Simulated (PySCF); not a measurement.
# InHF (SMILES [F][InH]): UPBE0/STO-3G

Aim: the energy change on altering one bond length of InHF at UPBE0/STO-3G, from 2 runs. The job is set up through a Python script.

The calculation is run with PySCF 2.14.0.

16 further runs of the same task are left out: 6 that didn't finish, 10 set aside as unsound or not needed.

## (1) Starting point

InHF: 3 atoms, total charge 0, spin state doublet. SMILES: `[F][InH]`. The shape is that of a PBE0-D4/def2-TZVP optimisation.

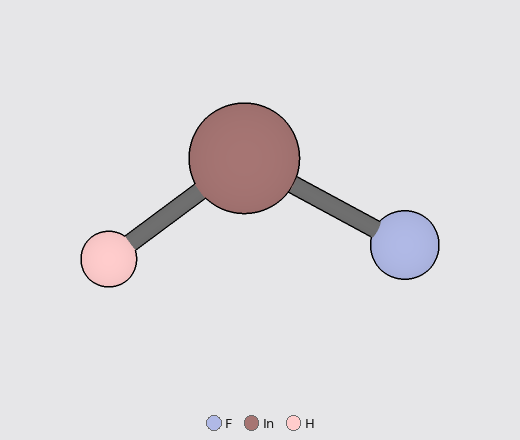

Viewed from a chosen angle; fluorine light blue, indium brown, hydrogen pink.

## (2) A single-point energy at UPBE0/STO-3G

Input file start.xyz:

```xyz
3

F      1.088400     0.989500     0.694300
In    -0.522500     0.355100    -0.244800
H     -0.576900    -1.409400    -0.462800
```

Input file job.py:

```python
from pyscf import gto, dft

mol = gto.M(
    atom='start.xyz',
    basis='sto-3g',
    charge=0,
    verbose=3,
    spin=1,
    max_memory=1860,
)

mf = dft.UKS(mol)
mf.xc = 'pbe0'
mf.conv_tol = 1e-10
mf.grids.level = 5
mf.kernel()
if not mf.converged:
    mf = mf.newton().run(mf.mo_coeff, mf.mo_occ)

etot = mf.e_tot
print('Final energy', etot)
```

Command:

```bash
$ OMP_NUM_THREADS=1 python job.py
```

Standard output:

```text
WARN: HOMO -0.46442761015586 >= LUMO -0.464427610155822

converged SCF energy = -5783.4279153234  <S^2> = 0.75396937  2S+1 = 2.0039654
Final energy -5783.4279153234
```

Wall time 9 s (1 thread of Arm Neoverse N1, shared host); peak memory 0.25 GiB.

## (3) The distorted shape, same level

Input file run.py:

```python
from pyscf import gto, dft

mol = gto.M(
    atom='''
F      2.665557     2.109632     1.666935
In    -0.987382     0.671042    -0.462605
H     -1.090183    -2.663380    -0.874565
''',
    unit='bohr',
    verbose=3,
    max_memory=1860,
    basis='sto-3g',
    charge=0,
    spin=1,
)

calc0 = dft.UKS(mol, xc='pbe0')
calc0.conv_tol = 1e-10
calc0.grids.level = 5
calc0.kernel()
if not calc0.converged:
    calc0 = calc0.newton().run(calc0.mo_coeff, calc0.mo_occ)

energy = calc0.e_tot
print(f'total energy: {energy:.8f} hartree')
```

Command:

```bash
$ OMP_NUM_THREADS=1 python run.py
```

Standard output:

```text
WARN: HOMO -0.478600062043539 >= LUMO -0.478600062043545

converged SCF energy = -5783.3727603136  <S^2> = 0.7659361  2S+1 = 2.0158731
total energy: -5783.37276031 hartree
```

Wall time 10 s (1 thread of Arm Neoverse N1, shared host); peak memory 0.25 GiB.

## (4) Results

Level: UPBE0/STO-3G.

```
                                                          quantity           value
                                         first shape: total energy  -5783.42792 Eh
                                        first shape: dipole moment          0.87 D
                   first shape: HOMO energy (highest over α and β)        -2.12 eV
                    first shape: LUMO energy (lowest over α and β)         1.19 eV
                                                 first shape: ⟨S²⟩           0.754
                                     distorted shape: total energy  -5783.37276 Eh
                                    distorted shape: dipole moment          1.55 D
               distorted shape: HOMO energy (highest over α and β)        -2.48 eV
                distorted shape: LUMO energy (lowest over α and β)         0.83 eV
                                             distorted shape: ⟨S²⟩           0.766
energy change with the F1–In2 bond stretched from 1.970 to 2.364 Å        1.501 eV
```

With the F1–In2 bond stretched from 1.970 to 2.364 Å the energy rises by 1.50 eV (35 kcal/mol). The first shape isn't relaxed at this level, so the change isn't measured from a minimum. The minimal basis adds a large error of its own. Relativity is left out (first shape) although the molecule holds a heavy atom. Mulliken charges (distorted shape) run from -0.19 on F1 to +0.35 on In2; they depend strongly on the basis. Relativity is left out (distorted shape) although the molecule holds a heavy atom.
